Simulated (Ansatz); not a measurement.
# C₂H₁₀N₂Si: relaxing the structure

The task is to find a stationary geometry of C₂H₁₀N₂Si.

Method: RKS PBE0-D4/def2-TZVP; program: Ansatz 0.2.0, Gaussian basis.

Plan: relaxation at PBE-D4/def2-SVP; relaxation at PBE0-D4/def2-TZVP.

1 further run of the same task is left out (set aside as unsound or not needed).

## 1. Starting geometry

SMILES `CC(N)N[SiH3]`, 15 atoms, charge 0, spin multiplicity 1.

Atoms are counted from 1 here; the program's logs count them from 0.

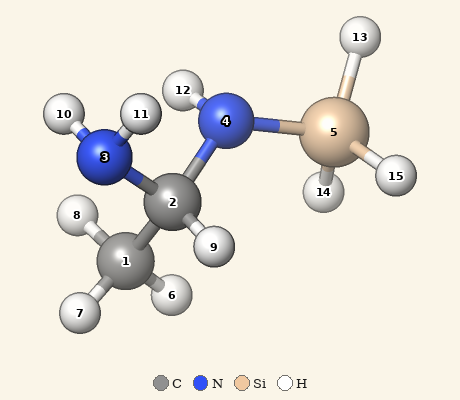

The starting geometry (carbon grey, nitrogen blue, silicon light orange, hydrogen white); atoms are numbered from 1 in the order of the file.

The start is a force-field geometry with small random shifts, so a cheaper pass at PBE-D4/def2-SVP comes first.

## 2. Relaxation at PBE-D4/def2-SVP (cheap first pass)

The input, in.yaml:

```yaml
crystal:
  periodic: [false, false, false]
  atoms:
    - {symbol: C, position_ang: [-1.479000, -0.191800, 0.682800]}
    - {symbol: C, position_ang: [-0.006800, -0.137900, 0.767700]}
    - {symbol: N, position_ang: [0.383900, 0.819700, 1.751400]}
    - {symbol: N, position_ang: [0.723500, 0.352000, -0.425200]}
    - {symbol: Si, position_ang: [0.962400, -0.616300, -1.818900]}
    - {symbol: H, position_ang: [-1.870100, -0.855500, -0.077100]}
    - {symbol: H, position_ang: [-1.947700, -0.426200, 1.635300]}
    - {symbol: H, position_ang: [-1.890300, 0.852300, 0.387000]}
    - {symbol: H, position_ang: [0.359600, -1.110700, 1.108000]}
    - {symbol: H, position_ang: [0.105800, 1.745300, 1.513500]}
    - {symbol: H, position_ang: [1.423300, 0.856300, 1.732100]}
    - {symbol: H, position_ang: [0.199200, 1.191800, -0.719800]}
    - {symbol: H, position_ang: [1.666900, 0.258800, -2.769700]}
    - {symbol: H, position_ang: [-0.377200, -0.969000, -2.356000]}
    - {symbol: H, position_ang: [1.724600, -1.819400, -1.381700]}
basis:
  gaussian: {orbitals: def2-SVP}
hamiltonian: {xc: pbe, dispersion: d4}
relax: {f_tol: 0.03, max_steps: 200}
```

Started as:

```console
$ ansatz run in.yaml --threads 4 --pin off --events-out ev --progress --plain --max-ram 10444MiB
```

The log of the run (excerpt; [...] marks lines left out):

```text
Functional definition: PBE
  name "PBE"
  cite "Perdew, Burke & Ernzerhof, Phys. Rev. Lett. 77, 3865 (1996) doi:10.1103/PhysRevLett.77.3865"
  parent pbe
[...]
1436 factors; their error is unknown
[...]
mean field -13077.00175021 eV, -480.5709504099 hartree, gradient 3.0e-5 eV, S^2 0.000000; 0 other end points of the search recorded, 0 dependent functions left out
[...]
reference -13077.00178967 eV, -480.5709518601 hartree; 25, 25 occupied and 99, 99 virtual orbitals, 1436 factors
relax step   1: F+E_penalty+E_count = -13077.31479569 eV  Δ(F+E_penalty+E_count) = +0.000e0 eV  max|allowed force component| = 2.764e0 eV/Å  Δτ_max = 0.0000 Å  (30 SCF iters, accepted)
[...]
relax step   3: F+E_penalty+E_count = -13077.94058163 eV  Δ(F+E_penalty+E_count) = -6.552e-2 eV  max|allowed force component| = 3.436e-1 eV/Å  Δτ_max = 0.0893 Å  (29 SCF iters, accepted)
[...]
relax step   5: F+E_penalty+E_count = -13077.96258350 eV  Δ(F+E_penalty+E_count) = -2.200e-2 eV  max|allowed force component| = 1.185e-1 eV/Å  Δτ_max = 0.0872 Å  (30 SCF iters, accepted)
[...]
relax step   7: F+E_penalty+E_count = -13077.96924820 eV  Δ(F+E_penalty+E_count) = -1.809e-3 eV  max|allowed force component| = 8.010e-2 eV/Å  Δτ_max = 0.0510 Å  (29 SCF iters, accepted)
[...]
Total energy: -13077.97092772 eV, -480.6065670266 hartree
Atom 0 at    -1.560767    -0.063748     0.745109 Å, force    -0.002748    -0.001117    -0.002147 eV/Å
Atom 1 at    -0.028668    -0.045425     0.727083 Å, force    -0.007036    -0.001143    -0.002621 eV/Å
Atom 2 at     0.453845     0.716869     1.867775 Å, force     0.002237     0.000553     0.001064 eV/Å
Atom 3 at     0.514372     0.406345    -0.564431 Å, force     0.000451    -0.000978    -0.006641 eV/Å
Atom 4 at     0.975196    -0.666953    -1.865393 Å, force     0.002123     0.007112     0.001542 eV/Å
Atom 5 at    -1.959998    -0.699642    -0.068908 Å, force    -0.000938     0.000394    -0.000385 eV/Å
Atom 6 at    -1.942955    -0.437131     1.715357 Å, force     0.000967     0.000106     0.000571 eV/Å
Atom 7 at    -1.958072     0.964315     0.594823 Å, force     0.000240     0.000820    -0.001332 eV/Å
Atom 8 at     0.336582    -1.091120     0.855084 Å, force    -0.001109    -0.003846     0.004433 eV/Å
Atom 9 at     0.068124     1.671516     1.830684 Å, force     0.004250    -0.001073    -0.000691 eV/Å
Atom 10 at     1.473737     0.822433     1.787500 Å, force     0.003510     0.004505     0.004424 eV/Å
Atom 11 at     0.169578     1.335757    -0.831709 Å, force    -0.001494    -0.002062     0.001463 eV/Å
Atom 12 at     1.720083     0.150517    -2.886095 Å, force    -0.002978    -0.002269     0.002819 eV/Å
Atom 13 at    -0.147568    -1.380441    -2.593283 Å, force     0.001598    -0.000618     0.000186 eV/Å
Atom 14 at     1.864613    -1.733893    -1.284195 Å, force     0.000927    -0.000381    -0.002686 eV/Å
Dipole moment:    -0.078734     0.285642    -0.035458 e Å
```

It took 17 s on 4 threads of Arm Neoverse V1, shared host.

Along the way: (the energy doesn't fall at every step)

```
step  energy from step 1 (eV)  largest force component (eV/Å)
   1                   0.0000                          2.7639
   2                  -0.5603                          0.8699
   3                  -0.6258                          0.3436
   4                  -0.5716                          0.7324
   5                  -0.6478                          0.1185
   6                  -0.6526                          0.0861
   7                  -0.6545                          0.0801
   8                  -0.6549                          0.0780
   9                  -0.6558                          0.0570
  10                  -0.6561                          0.0071
```

Close pairs (by a distance rule), those that changed most:

```
   bond  before (Å)  after (Å)  change (Å)
  C1–C2       1.476      1.532      +0.057
  C1–H8       1.161      1.112      -0.048
 N3–H10       0.995      1.030      +0.035
 N4–Si5       1.714      1.748      +0.035
Si5–H13       1.472      1.505      +0.033
Si5–H14       1.486      1.516      +0.031
  C2–N3       1.427      1.454      +0.027
  C1–H6       1.082      1.107      +0.025
```

## 3. Optimising with PBE0-D4/def2-TZVP

The input, in.yaml:

```yaml
crystal:
  periodic: [false, false, false]
  atoms:
    - {symbol: C, position_ang: [-1.560767, -0.063748, 0.745109]}
    - {symbol: C, position_ang: [-0.028668, -0.045425, 0.727083]}
    - {symbol: N, position_ang: [0.453845, 0.716869, 1.867775]}
    - {symbol: N, position_ang: [0.514372, 0.406345, -0.564431]}
    - {symbol: Si, position_ang: [0.975196, -0.666953, -1.865393]}
    - {symbol: H, position_ang: [-1.959998, -0.699642, -0.068908]}
    - {symbol: H, position_ang: [-1.942955, -0.437131, 1.715357]}
    - {symbol: H, position_ang: [-1.958072, 0.964315, 0.594823]}
    - {symbol: H, position_ang: [0.336582, -1.091120, 0.855084]}
    - {symbol: H, position_ang: [0.068124, 1.671516, 1.830684]}
    - {symbol: H, position_ang: [1.473737, 0.822433, 1.787500]}
    - {symbol: H, position_ang: [0.169578, 1.335757, -0.831709]}
    - {symbol: H, position_ang: [1.720083, 0.150517, -2.886095]}
    - {symbol: H, position_ang: [-0.147568, -1.380441, -2.593283]}
    - {symbol: H, position_ang: [1.864613, -1.733893, -1.284195]}
basis:
  gaussian: {orbitals: def2-TZVP}
hamiltonian: {xc: pbe0, dispersion: d4}
relax: {f_tol: 0.005, max_steps: 150}
```

The command is unchanged.

The log of the run:

```text
Functional definition: PBE0
  name "PBE0"
  cite "Adamo & Barone, J. Chem. Phys. 110, 6158 (1999) doi:10.1063/1.478522"
  cite "Perdew, Burke & Ernzerhof, Phys. Rev. Lett. 77, 3865 (1996) doi:10.1103/PhysRevLett.77.3865"
  parent pbe
  parameter a = 0.25
  parameter kappa = 0.804
  parameter beta = 0.06672455060314922
  exchange = (1 - a)*pbe_x(kappa = kappa, mu = beta*pi^2/3) + a*exact_x
  correlation = pbe_c(beta = beta)
1378 factors; their error is unknown
mean field evaluation 1: about -13076.5577 eV, gradient 7.4e1 eV
mean field evaluation 2: about -13063.0293 eV, gradient 1.0e2 eV
mean field evaluation 4: about -13087.7088 eV, gradient 6.1e0 eV
mean field evaluation 8: about -13087.8078 eV, gradient 5.3e-1 eV
mean field evaluation 16: about -13087.8082 eV, gradient 2.7e-5 eV
mean field -13087.80820195 eV, -480.9680801866 hartree, gradient 2.7e-5 eV, S^2 0.000000; 0 other end points of the search recorded, 0 dependent functions left out
the calculation of the forces begins
reference -13087.80823769 eV, -480.9680815001 hartree; 25, 25 occupied and 196, 196 virtual orbitals, 1378 factors
relax step   1: F+E_penalty+E_count = -13088.06437551 eV  Δ(F+E_penalty+E_count) = +0.000e0 eV  max|allowed force component| = 5.990e-1 eV/Å  Δτ_max = 0.0000 Å  (28 SCF iters, accepted)
these checks for a lower state are left out or cut short: starts, cluster_reference, orbital_swaps, neighbouring_geometries, increment
1378 factors; their error is unknown
mean field -13087.86407134 eV, -480.9701333488 hartree, gradient 1.2e-5 eV, S^2 0.000000; 0 other end points of the search recorded, 0 dependent functions left out
the calculation of the forces begins
reference -13087.86410685 eV, -480.9701346540 hartree; 25, 25 occupied and 196, 196 virtual orbitals, 1378 factors
relax step   2: F+E_penalty+E_count = -13088.12207688 eV  Δ(F+E_penalty+E_count) = -5.770e-2 eV  max|allowed force component| = 2.339e-1 eV/Å  Δτ_max = 0.0433 Å  (32 SCF iters, accepted)
these checks for a lower state are left out or cut short: starts, cluster_reference, orbital_swaps, neighbouring_geometries, increment
1378 factors; their error is unknown
mean field -13087.87084802 eV, -480.9703823872 hartree, gradient 1.1e-5 eV, S^2 0.000000; 0 other end points of the search recorded, 0 dependent functions left out
the calculation of the forces begins
reference -13087.87088344 eV, -480.9703836889 hartree; 25, 25 occupied and 196, 196 virtual orbitals, 1378 factors
relax step   3: F+E_penalty+E_count = -13088.12967721 eV  Δ(F+E_penalty+E_count) = -7.600e-3 eV  max|allowed force component| = 6.385e-2 eV/Å  Δτ_max = 0.0167 Å  (32 SCF iters, accepted)
these checks for a lower state are left out or cut short: starts, cluster_reference, orbital_swaps, neighbouring_geometries, increment
1378 factors; their error is unknown
mean field evaluation 32: about -13087.8451 eV, gradient 6.8e-1 eV
mean field -13087.87134915 eV, -480.9704008034 hartree, gradient 1.2e-5 eV, S^2 0.000000; 0 other end points of the search recorded, 0 dependent functions left out
the calculation of the forces begins
reference -13087.87138457 eV, -480.9704021053 hartree; 25, 25 occupied and 196, 196 virtual orbitals, 1378 factors
relax step   4: F+E_penalty+E_count = -13088.13027834 eV  Δ(F+E_penalty+E_count) = -6.011e-4 eV  max|allowed force component| = 3.331e-2 eV/Å  Δτ_max = 0.0074 Å  (32 SCF iters, accepted)
these checks for a lower state are left out or cut short: starts, cluster_reference, orbital_swaps, neighbouring_geometries, increment
1378 factors; their error is unknown
mean field -13087.87123638 eV, -480.9703966590 hartree, gradient 1.1e-5 eV, S^2 0.000000; 0 other end points of the search recorded, 0 dependent functions left out
the calculation of the forces begins
reference -13087.87127180 eV, -480.9703979610 hartree; 25, 25 occupied and 196, 196 virtual orbitals, 1378 factors
relax step   5: F+E_penalty+E_count = -13088.13007072 eV  Δ(F+E_penalty+E_count) = +2.076e-4 eV  max|allowed force component| = 1.332e-1 eV/Å  Δτ_max = 0.0333 Å  (31 SCF iters, rejected (line search))
these checks for a lower state are left out or cut short: starts, cluster_reference, orbital_swaps, neighbouring_geometries, increment
1378 factors; their error is unknown
mean field -13087.87187913 eV, -480.9704202799 hartree, gradient 1.1e-5 eV, S^2 0.000000; 0 other end points of the search recorded, 0 dependent functions left out
the calculation of the forces begins
reference -13087.87191458 eV, -480.9704215824 hartree; 25, 25 occupied and 196, 196 virtual orbitals, 1378 factors
relax step   6: F+E_penalty+E_count = -13088.13076417 eV  Δ(F+E_penalty+E_count) = -4.858e-4 eV  max|allowed force component| = 2.035e-2 eV/Å  Δτ_max = 0.0162 Å  (31 SCF iters, accepted)
these checks for a lower state are left out or cut short: starts, cluster_reference, orbital_swaps, neighbouring_geometries, increment
1378 factors; their error is unknown
mean field -13087.87206236 eV, -480.9704270134 hartree, gradient 1.1e-5 eV, S^2 0.000000; 0 other end points of the search recorded, 0 dependent functions left out
the calculation of the forces begins
reference -13087.87209781 eV, -480.9704283161 hartree; 25, 25 occupied and 196, 196 virtual orbitals, 1378 factors
relax step   7: F+E_penalty+E_count = -13088.13090137 eV  Δ(F+E_penalty+E_count) = -1.372e-4 eV  max|allowed force component| = 1.471e-2 eV/Å  Δτ_max = 0.0220 Å  (31 SCF iters, accepted)
these checks for a lower state are left out or cut short: starts, cluster_reference, orbital_swaps, neighbouring_geometries, increment
1378 factors; their error is unknown
mean field evaluation 64: about -13087.8721 eV, gradient 7.4e-3 eV
mean field -13087.87214599 eV, -480.9704300867 hartree, gradient 1.2e-5 eV, S^2 0.000000; 0 other end points of the search recorded, 0 dependent functions left out
the calculation of the forces begins
reference -13087.87218142 eV, -480.9704313887 hartree; 25, 25 occupied and 196, 196 virtual orbitals, 1378 factors
relax step   8: F+E_penalty+E_count = -13088.13097938 eV  Δ(F+E_penalty+E_count) = -7.801e-5 eV  max|allowed force component| = 1.655e-2 eV/Å  Δτ_max = 0.0196 Å  (31 SCF iters, accepted)
these checks for a lower state are left out or cut short: starts, cluster_reference, orbital_swaps, neighbouring_geometries, increment
1378 factors; their error is unknown
mean field -13087.87225934 eV, -480.9704342523 hartree, gradient 1.2e-5 eV, S^2 0.000000; 0 other end points of the search recorded, 0 dependent functions left out
the calculation of the forces begins
reference -13087.87229476 eV, -480.9704355538 hartree; 25, 25 occupied and 196, 196 virtual orbitals, 1378 factors
relax step   9: F+E_penalty+E_count = -13088.13108054 eV  Δ(F+E_penalty+E_count) = -1.012e-4 eV  max|allowed force component| = 7.653e-3 eV/Å  Δτ_max = 0.0125 Å  (31 SCF iters, accepted)
these checks for a lower state are left out or cut short: starts, cluster_reference, orbital_swaps, neighbouring_geometries, increment
1378 factors; their error is unknown
mean field -13087.87235219 eV, -480.9704376644 hartree, gradient 1.2e-5 eV, S^2 0.000000; 0 other end points of the search recorded, 0 dependent functions left out
the calculation of the forces begins
reference -13087.87238758 eV, -480.9704389649 hartree; 25, 25 occupied and 196, 196 virtual orbitals, 1378 factors
relax step  10: F+E_penalty+E_count = -13088.13116590 eV  Δ(F+E_penalty+E_count) = -8.536e-5 eV  max|allowed force component| = 7.374e-3 eV/Å  Δτ_max = 0.0248 Å  (31 SCF iters, accepted)
these checks for a lower state are left out or cut short: starts, cluster_reference, orbital_swaps, neighbouring_geometries, increment
1378 factors; their error is unknown
mean field -13087.87240193 eV, -480.9704394923 hartree, gradient 1.2e-5 eV, S^2 0.000000; 0 other end points of the search recorded, 0 dependent functions left out
the calculation of the forces begins
reference -13087.87243731 eV, -480.9704407925 hartree; 25, 25 occupied and 196, 196 virtual orbitals, 1378 factors
relax step  11: F+E_penalty+E_count = -13088.13118697 eV  Δ(F+E_penalty+E_count) = -2.107e-5 eV  max|allowed force component| = 5.727e-3 eV/Å  Δτ_max = 0.0123 Å  (31 SCF iters, accepted)
these checks for a lower state are left out or cut short: starts, cluster_reference, orbital_swaps, neighbouring_geometries, increment
1378 factors; their error is unknown
mean field -13087.87245468 eV, -480.9704414309 hartree, gradient 1.2e-5 eV, S^2 0.000000; 0 other end points of the search recorded, 0 dependent functions left out
the calculation of the forces begins
reference -13087.87249006 eV, -480.9704427311 hartree; 25, 25 occupied and 196, 196 virtual orbitals, 1378 factors
relax step  12: F+E_penalty+E_count = -13088.13120167 eV  Δ(F+E_penalty+E_count) = -1.469e-5 eV  max|allowed force component| = 5.673e-3 eV/Å  Δτ_max = 0.0089 Å  (32 SCF iters, accepted)
these checks for a lower state are left out or cut short: starts, cluster_reference, orbital_swaps, neighbouring_geometries, increment
1378 factors; their error is unknown
mean field evaluation 96: about -13087.8465 eV, gradient 5.0e-4 eV
mean field -13087.87251091 eV, -480.9704434975 hartree, gradient 1.2e-5 eV, S^2 0.000000; 0 other end points of the search recorded, 0 dependent functions left out
the calculation of the forces begins
reference -13087.87254630 eV, -480.9704447979 hartree; 25, 25 occupied and 196, 196 virtual orbitals, 1378 factors
relax step  13: F+E_penalty+E_count = -13088.13121017 eV  Δ(F+E_penalty+E_count) = -8.505e-6 eV  max|allowed force component| = 5.437e-3 eV/Å  Δτ_max = 0.0056 Å  (32 SCF iters, accepted)
these checks for a lower state are left out or cut short: starts, cluster_reference, orbital_swaps, neighbouring_geometries, increment
1378 factors; their error is unknown
mean field -13087.87255143 eV, -480.9704449865 hartree, gradient 1.2e-5 eV, S^2 0.000000; 0 other end points of the search recorded, 0 dependent functions left out
the calculation of the forces begins
reference -13087.87258683 eV, -480.9704462872 hartree; 25, 25 occupied and 196, 196 virtual orbitals, 1378 factors
relax step  14: F+E_penalty+E_count = -13088.13121203 eV  Δ(F+E_penalty+E_count) = -1.862e-6 eV  max|allowed force component| = 6.295e-3 eV/Å  Δτ_max = 0.0054 Å  (32 SCF iters, accepted)
these checks for a lower state are left out or cut short: starts, cluster_reference, orbital_swaps, neighbouring_geometries, increment
1378 factors; their error is unknown
mean field -13087.87255509 eV, -480.9704451211 hartree, gradient 1.2e-5 eV, S^2 0.000000; 0 other end points of the search recorded, 0 dependent functions left out
the calculation of the forces begins
reference -13087.87259049 eV, -480.9704464218 hartree; 25, 25 occupied and 196, 196 virtual orbitals, 1378 factors
relax step  15: F+E_penalty+E_count = -13088.13121543 eV  Δ(F+E_penalty+E_count) = -3.399e-6 eV  max|allowed force component| = 2.362e-3 eV/Å  Δτ_max = 0.0021 Å  (32 SCF iters, accepted)
1378 factors; their error is unknown
mean field evaluation 128: about -13087.8461 eV, gradient 4.7e-1 eV
mean field -13087.87255509 eV, -480.9704451211 hartree, gradient 1.2e-5 eV, S^2 0.000000; 1 other end points of the search recorded, 0 dependent functions left out
the calculation of the forces begins
reference -13087.87259049 eV, -480.9704464218 hartree; 25, 25 occupied and 196, 196 virtual orbitals, 1378 factors
Total energy: -13088.13125083 eV, -480.9799520140 hartree
Atom 0 at    -1.559986    -0.034889     0.732629 Å, force     0.000752    -0.000029     0.000805 eV/Å
Atom 1 at    -0.041493    -0.053568     0.699798 Å, force     0.000393     0.000729    -0.002362 eV/Å
Atom 2 at     0.463234     0.681773     1.837981 Å, force    -0.000264     0.000289     0.002044 eV/Å
Atom 3 at     0.490417     0.400216    -0.579968 Å, force     0.000608    -0.001315     0.000274 eV/Å
Atom 4 at     0.986495    -0.662413    -1.835539 Å, force    -0.000474     0.001749     0.000246 eV/Å
Atom 5 at    -1.970620    -0.632992    -0.082080 Å, force     0.000271    -0.000086     0.000107 eV/Å
Atom 6 at    -1.932449    -0.420409     1.682912 Å, force    -0.000311    -0.000034     0.000021 eV/Å
Atom 7 at    -1.926249     0.991021     0.613927 Å, force     0.000169     0.000054    -0.000025 eV/Å
Atom 8 at     0.296825    -1.091009     0.816460 Å, force    -0.000418    -0.000408     0.000390 eV/Å
Atom 9 at     0.072462     1.617319     1.855586 Å, force    -0.000280    -0.000109    -0.000098 eV/Å
Atom 10 at     1.469024     0.776962     1.767188 Å, force    -0.000296    -0.000227    -0.000520 eV/Å
Atom 11 at     0.154395     1.316333    -0.842538 Å, force    -0.000251     0.000568    -0.000251 eV/Å
Atom 12 at     1.637803     0.158568    -2.889054 Å, force     0.000305    -0.000220    -0.000625 eV/Å
Atom 13 at    -0.106200    -1.451119    -2.484204 Å, force     0.000216    -0.000762    -0.000060 eV/Å
Atom 14 at     1.944444    -1.646393    -1.263696 Å, force    -0.000419    -0.000198     0.000053 eV/Å
Dipole moment:    -0.098516     0.274617    -0.054253 e Å
```

It took 63 s on 4 threads of Arm Neoverse V1, shared host; peak memory 0.63 GiB.

The steps of the relaxation:

```
step  energy from step 1 (eV)  largest force component (eV/Å)
   1                   0.0000                          0.5990
   2                  -0.0577                          0.2339
   3                  -0.0653                          0.0638
   4                  -0.0659                          0.0333
   5                  -0.0657                          0.1332
   6                  -0.0664                          0.0203
   7                  -0.0665                          0.0147
   8                  -0.0666                          0.0166
   9                  -0.0667                          0.0077
  10                  -0.0668                          0.0074
  11                  -0.0668                          0.0057
  12                  -0.0668                          0.0057
  13                  -0.0668                          0.0054
  14                  -0.0668                          0.0063
  15                  -0.0668                          0.0024
```

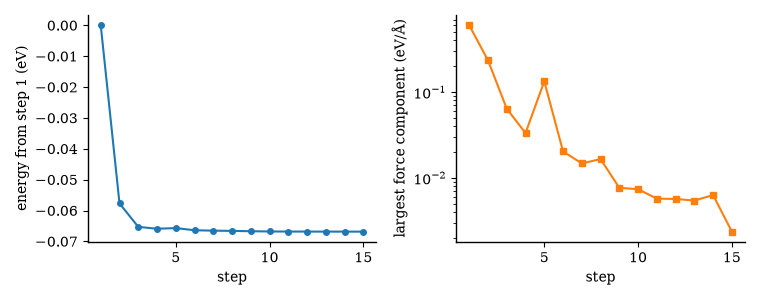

Energy and largest force along the relaxation.

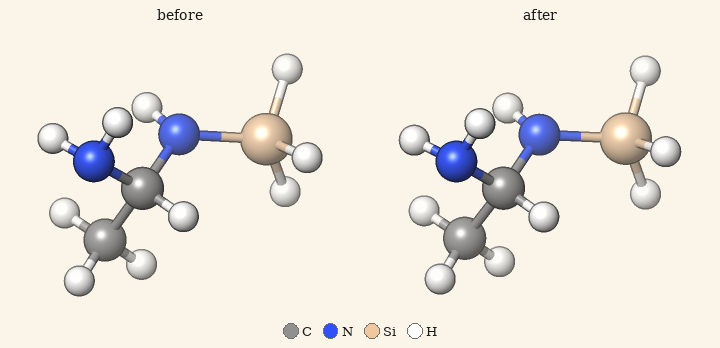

The geometry before (left) and after (right).

Close pairs (by a distance rule), those that changed most:

```
   bond  before (Å)  after (Å)  change (Å)
 N4–Si5       1.748      1.718      -0.030
Si5–H14       1.516      1.496      -0.021
Si5–H13       1.505      1.486      -0.019
Si5–H15       1.506      1.488      -0.018
  C2–H9       1.115      1.097      -0.018
  C1–H7       1.108      1.091      -0.017
  C1–H8       1.112      1.096      -0.017
  C1–H6       1.107      1.091      -0.017
```

Mulliken charges of the relaxed molecule (report file):

C1 -0.37; C2 0.08; N3 -0.48; N4 -0.40; Si5 0.22; H6 0.13; H7 0.14; H8 0.10; H9 0.09; H10 0.21; H11 0.21; H12 0.20; H13 -0.03; H14 -0.05; H15 -0.03

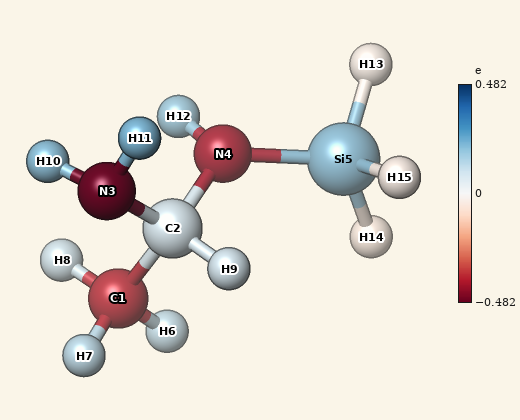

Mulliken charges of the relaxed molecule (report file), as colours on the atoms.

## 4. Results

| quantity | value |
| --- | --- |
| point group | C1 |
| steps | 10 + 15 |
| shift from the start (rms) | 0.258 Å |
| total energy | -13088.1313 eV |
| dispersion term | -259 meV |
| dipole moment | 1.43 D |

What this shows: The relaxed geometry lies 0.26 Å (rms) from the start; the bond that changed most is C1–H8, from 1.161 to 1.096 Å. No vibrations were run, so it is not proven to be a minimum. The largest Mulliken charge, -0.48 e, sits on N3.
